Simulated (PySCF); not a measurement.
```xyz
2

Al    0.0000    0.0000   -1.1838
P     0.0000    0.0000    1.0312
```

Level of theory: PBE0/x2c-TZVPPall, spin-free X2C-1e, Gaussian nucleus, at a bond length of 2.215 Å in PySCF 2.14.0.

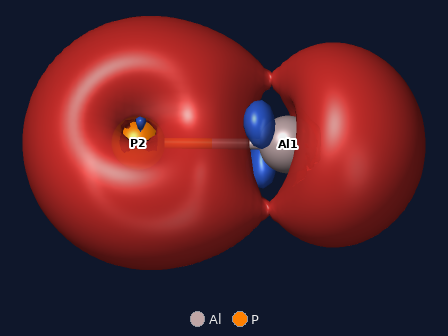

AlP (triplet). Isosurfaces of the spin density (α minus β) at +0.015 (red) and −0.015 e/Å³ (blue), seen from one side.

> Where is the unpaired spin?

The unpaired spin (2 electrons) lies mostly on P2 (about 1.3) and Al1 (about 0.7), in electrons by Hirshfeld's partition.
